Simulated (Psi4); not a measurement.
**Single-point calculation of SiF$_{2}$**

- system: SiF$_{2}$, SMILES F[Si]F
- method: FNO-CCSD/aug-cc-pVDZ, RHF, ZORA (Psi4 1.11)

The geometry comes from this level: PBE0-D4/def2-TZVP.

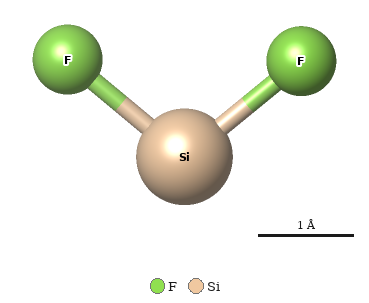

The structure as given in the input (ball-and-stick view, seen on its broad side). Bond lengths as drawn: F–Si 1.60 Å.

Input file (calc.inp)
```
memory 1600 MB

molecule molecule1 {
  0 1
  F      0.166300     1.246800     0.229400
  Si    -0.594900    -0.046400    -0.330100
  F      0.428600    -1.200400     0.100700
}

set basis aug-cc-pVDZ
set scf_type df
set freeze_core true
set cc_type df
set relativistic zora

E = energy('fno-ccsd')
```

Machine: 1 thread of Intel Xeon @ 2.50GHz (Skylake/Cascade Lake), 16 GiB of memory available, shared host.

Launch command:
```bash
psi4 -n 1 calc.inp calc.out
```

Output
```
Psi4 1.11 release

Relativistic analytic gradients are not implemented yet, re-routing to finite differences.
    For method 'FNO-CCSD', SCF Algorithm Type (re)set to DISK_DF.

   => Loading Basis Set <=

    Name: AUG-CC-PVDZ
    Role: ORBITAL
    Keyword: BASIS

         ---------------------------------------------------------
                                   SCF
                              RHF Reference
                        1 Threads,   1525 MiB Core
         ---------------------------------------------------------

  ==> Geometry <==

    Molecular point group: cs
    Full point group: Cs

    Geometry (in Angstrom), charge = 0, multiplicity = 1:

       Center              X                  Y                   Z               Mass
    ------------   -----------------  -----------------  -----------------  -----------------
         F            0.348502005068     1.259061025814     0.000000000000    18.998403162730
         SI          -0.587743930103    -0.040275527538     0.000000000000    27.976926534650
         F            0.517005933302    -1.199751542515     0.000000000000    18.998403162730

  Running in cs symmetry.

  Rotational constants: A =      0.99991  B =      0.29216  C =      0.22610 [cm^-1]
  Rotational constants: A =  29976.59901  B =   8758.79539  C =   6778.26833 [MHz]
  Nuclear repulsion =  100.658413605206476

  Charge       = 0
  Multiplicity = 1
  Electrons    = 32
  Nalpha       = 16
  Nbeta        = 16

  ==> Algorithm <==

  SCF Algorithm Type is DISK_DF.
  DIIS enabled.
  MOM disabled.
  Fractional occupation disabled.
  Guess Type is SAD.
  Energy threshold   = 1.00e-08
  Density threshold  = 1.00e-08
  Integral threshold = 1.00e-12

  ==> Primary Basis <==

  Basis Set: AUG-CC-PVDZ
    Blend: AUG-CC-PVDZ
    Number of shells: 29
    Number of basis functions: 73
    Number of Cartesian functions: 79
    Spherical Harmonics?: true
    Max angular momentum: 2

   => Loading Basis Set <=

    Name: (AUG-CC-PVDZ AUX)
    Role: JKFIT
    Keyword: DF_BASIS_SCF

  ==> Integral Setup <==

  ==> DiskDFJK: Density-Fitted J/K Matrices <==

    J tasked:                  Yes
    K tasked:                  Yes
    wK tasked:                  No
    Integrals threads:           1
    Memory [MiB]:             1144
    Algorithm:                Core
    Integral Cache:           SAVE
    Schwarz Cutoff:          1E-12
    Fitting Condition:       1E-10

   => Auxiliary Basis Set <=

  Basis Set: (AUG-CC-PVDZ AUX)
    Blend: AUG-CC-PVDZ-JKFIT
    Number of shells: 96
    Number of basis functions: 300
    Number of Cartesian functions: 352
    Spherical Harmonics?: true
    Max angular momentum: 3

 OEINTS: Using relativistic (ZORA) kinetic integrals.

        ____  ____  ___  ___
       /_  / / __ \/ _ \/ _ |
        / /_/ /_/ / , _/ __ |
       /___/\____/_/|_/_/ |_|
      ========================

  ==> ZORA Details <==
    Total number of grid points: 743436
    Total number of batches: 5161
    Using 1 thread(s)

  Minimum eigenvalue in the overlap matrix is 1.3271626393E-03.
  Reciprocal condition number of the overlap matrix is 2.6975036289E-04.
    Using symmetric orthogonalization.

  ==> Pre-Iterations <==

  SCF Guess: Superposition of Atomic Densities via on-the-fly atomic UHF (no occupation information).

   -------------------------
    Irrep   Nso     Nmo
   -------------------------
     A'        51      51
     A"        22      22
   -------------------------
    Total      73      73
   -------------------------

  ==> Iterations <==

                           Total Energy        Delta E     RMS |[F,P]|

   @DF-RHF iter SAD:  -488.16564816211599   -4.88166e+02   0.00000e+00
   @DF-RHF iter   1:  -489.04069429443894   -8.75046e-01   7.64417e-03 DIIS/ADIIS
   @DF-RHF iter   2:  -489.07828469727110   -3.75904e-02   5.18583e-03 DIIS/ADIIS
   @DF-RHF iter   3:  -489.10327891743577   -2.49942e-02   2.97165e-04 DIIS/ADIIS
   @DF-RHF iter   4:  -489.10347714727010   -1.98230e-04   4.42845e-05 DIIS
   @DF-RHF iter   5:  -489.10348293121632   -5.78395e-06   1.44667e-05 DIIS
   @DF-RHF iter   6:  -489.10348380288559   -8.71669e-07   3.02565e-06 DIIS
   @DF-RHF iter   7:  -489.10348384182896   -3.89434e-08   4.46274e-07 DIIS
   @DF-RHF iter   8:  -489.10348384271049   -8.81528e-10   6.73106e-08 DIIS
   @DF-RHF iter   9:  -489.10348384272874   -1.82467e-11   1.24802e-08 DIIS
   @DF-RHF iter  10:  -489.10348384272959   -8.52651e-13   5.60628e-09 DIIS
  Energy and wave function converged.

  ==> Post-Iterations <==

    Orbital Energies [Eh]
    ---------------------

    Doubly Occupied:

       1Ap   -69.263252     2Ap   -26.373978     3Ap   -26.373968
       4Ap    -6.261870     5Ap    -4.340184     1App   -4.339051
       6Ap    -4.337757     7Ap    -1.626954     8Ap    -1.603845
       9Ap    -0.801274    10Ap    -0.725945    11Ap    -0.700946
       2App   -0.688570     3App   -0.658671    12Ap    -0.646853
      13Ap    -0.409109

    Virtual:

       4App    0.018227    14Ap     0.052896    15Ap     0.058299
      16Ap     0.074397     5App    0.092494    17Ap     0.168136
      18Ap     0.183155    19Ap     0.208922    20Ap     0.237760
       6App    0.257330     7App    0.257691    21Ap     0.276539
       8App    0.316925     9App    0.327697    22Ap     0.330922
      23Ap     0.342684    24Ap     0.386322    25Ap     0.397199
      26Ap     0.434193    10App    0.550654    27Ap     0.570873
      28Ap     0.601636    29Ap     0.647788    11App    0.706894
      12App    0.717550    30Ap     0.750527    31Ap     0.801823
      32Ap     0.904214    33Ap     1.046399    13App    1.301919
      34Ap     1.312217    35Ap     1.375827    14App    1.393360
      36Ap     1.528343    15App    1.530046    16App    1.560218
      37Ap     1.570847    38Ap     1.597963    39Ap     1.655154
      17App    1.745546    18App    1.801481    40Ap     1.811030
      41Ap     1.892574    42Ap     2.135496    43Ap     2.195987
      44Ap     2.971424    45Ap     3.086780    46Ap     4.810466
      19App    4.823401    47Ap     4.869842    20App    4.892168
      21App    4.959123    22App    4.962678    48Ap     4.978958
      49Ap     5.047584    50Ap     5.071146    51Ap     5.098640

    Final Occupation by Irrep:
             Ap   App
    DOCC [    13,    3 ]
    NA   [    13,    3 ]
    NB   [    13,    3 ]

  @DF-RHF Final Energy:  -489.10348384272959

   => Energetics <=

    Nuclear Repulsion Energy =            100.6584136052064764
    One-Electron Energy =                -881.2193417655462326
    Two-Electron Energy =                 291.4574443176101113
    Total Energy =                       -489.1034838427295881

Computation Completed

Properties will be evaluated at   0.000000,   0.000000,   0.000000 [a0]

Properties computed using the SCF density matrix

 Multipole Moments:

 ------------------------------------------------------------------------------------
     Multipole            Electronic (a.u.)      Nuclear  (a.u.)        Total (a.u.)
 ------------------------------------------------------------------------------------

 L = 1.  Multiply by 2.5417464519 to convert [e a0] to [Debye]
 Dipole X            :          0.3352855           -0.8292942           -0.4940087
 Dipole Y            :          0.0229896           -0.0568279           -0.0338383
 Dipole Z            :          0.0000000            0.0000000            0.0000000
 Magnitude           :                                                    0.4951662

 ------------------------------------------------------------------------------------

	total time  =         10 seconds =       0.17 minutes

  A requested method does not make use of molecular symmetry: further calculations in C1 point group.

  Constructing Basis Sets for FNOCC...

   => Loading Basis Set <=

    Name: (AUG-CC-PVDZ AUX)
    Role: JKFIT
    Keyword: DF_BASIS_SCF

   => Loading Basis Set <=

    Name: (AUG-CC-PVDZ AUX)
    Role: RIFIT
    Keyword: DF_BASIS_CC

        *******************************************************
        *                                                     *
        *                       DF-CCSD                       *
        *                 Density-fitted CCSD                 *
        *                                                     *
        *                                                     *
        *******************************************************

  ==> 3-index integrals <==

 => Primary Basis Set <=

  Basis Set: AUG-CC-PVDZ
    Blend: AUG-CC-PVDZ
    Number of shells: 29
    Number of basis functions: 73
    Number of Cartesian functions: 79
    Spherical Harmonics?: true
    Max angular momentum: 2

 => Auxiliary Basis Set <=

  Basis Set: (AUG-CC-PVDZ AUX)
    Blend: AUG-CC-PVDZ-RI
    Number of shells: 72
    Number of basis functions: 236
    Number of Cartesian functions: 282
    Spherical Harmonics?: true
    Max angular momentum: 3

  DFTensor Memory: Qso construction needs 0.019 GiB; user supplied 1.416 GiB.
    Number of auxiliary functions:         236

  ==> Frozen Natural Orbitals <==

        Doubles contribution to MP2 energy in full space:      -0.492812842616

        Cutoff for significant NO occupancy: 1.000e-06

        Number of virtual orbitals in original space:     57
        Number of virtual orbitals in truncated space:    57

  ==> Memory <==

        Total memory available:              1.490 [GiB]
        CCSD memory requirements:            0.026 [GiB]
            3-index integrals:               0.008 [GiB]
            CCSD intermediates:              0.018 [GiB]

  ==> Input parameters <==

        Freeze core orbitals?                 yes
        Use frozen natural orbitals?          yes
        r_convergence:                  1.000e-07
        e_convergence:                  1.000e-06
        Number of DIIS vectors:                 8
        Number of frozen core orbitals:         7
        Number of active occupied orbitals:     9
        Number of active virtual orbitals:     57
        Number of frozen virtual orbitals:      0

  Begin singles and doubles coupled cluster iterations

   Iter  DIIS          Energy       d(Energy)          |d(T)|     time
      0   0 1   -0.4928128442   -0.4928128442    0.3074544234        0
      1   1 1   -0.4886074407    0.0042054035    0.0812154028        1
      2   2 1   -0.5029832358   -0.0143757951    0.0305856086        0
      3   3 1   -0.5052784151   -0.0022951793    0.0153159102        1
      4   4 1   -0.5049748804    0.0003035347    0.0030125656        0
      5   5 1   -0.5049159739    0.0000589065    0.0012596495        0
      6   6 1   -0.5049465742   -0.0000306003    0.0003640782        1
      7   7 1   -0.5049410174    0.0000055567    0.0001213569        0
      8   8 1   -0.5049382439    0.0000027735    0.0000351747        0
      9   8 2   -0.5049397130   -0.0000014691    0.0000114360        1
     10   8 3   -0.5049394843    0.0000002287    0.0000042259        0
     11   8 4   -0.5049394566    0.0000000277    0.0000011350        0
     12   8 5   -0.5049394559    0.0000000007    0.0000004077        1
     13   8 6   -0.5049394460    0.0000000099    0.0000001373        0
     14   8 7   -0.5049394424    0.0000000035    0.0000000440        0

  CCSD iterations converged!

        T1 diagnostic:                        0.016866181413
        D1 diagnostic:                        0.045187086292

        OS MP2 FNO correction:                0.000000001120
        SS MP2 FNO correction:                0.000000000446
        MP2 FNO correction:                   0.000000001566

        OS MP2 correlation energy:           -0.360176053861
        SS MP2 correlation energy:           -0.132636788754
        MP2 correlation energy:              -0.492812842616
      * MP2 total energy:                  -489.596296685345

        OS CCSD correlation energy:          -0.387502969704
        SS CCSD correlation energy:          -0.117436471171
        CCSD correlation energy:             -0.504939440875
      * CCSD total energy:                 -489.608423283605

  Total time for CCSD iterations:       4.47 s (user)
                                        0.59 s (system)
                                           5 s (total)

  Time per iteration:                   0.32 s (user)
                                        0.04 s (system)
                                        0.36 s (total)

	total time  =          6 seconds =       0.10 minutes

	total time  =          6 seconds =       0.10 minutes

    Psi4 run time: 0:00:15.84
```

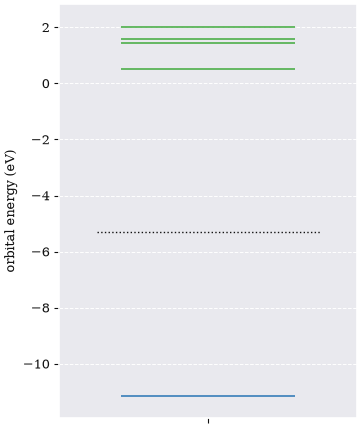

Orbital energies near the frontier (SCF reference); the dotted line parts filled from empty levels, and levels within 0.02 eV of each other stand side by side. Highest filled −11.13 eV, lowest empty 0.50 eV, 11.63 eV apart.

Results in brief

```json
{"quantity": "outcome", "value": "converged"}
{"quantity": "total energy", "value": "−489.608423 hartree"}
{"quantity": "SCF energy", "value": "−489.103484 hartree"}
{"quantity": "MP2 energy", "value": "−489.596297 hartree"}
{"quantity": "CCSD energy", "value": "−489.608423 hartree"}
{"quantity": "correlation energy", "value": "−0.504939 hartree"}
{"quantity": "basis functions", "value": "73"}
{"quantity": "T1 diagnostic", "value": "0.017"}
{"quantity": "HOMO of the SCF reference", "value": "−11.13 eV"}
{"quantity": "LUMO of the SCF reference", "value": "0.50 eV"}
{"quantity": "wall time", "value": "18 s"}
{"quantity": "peak memory", "value": "0.35 GiB"}
```
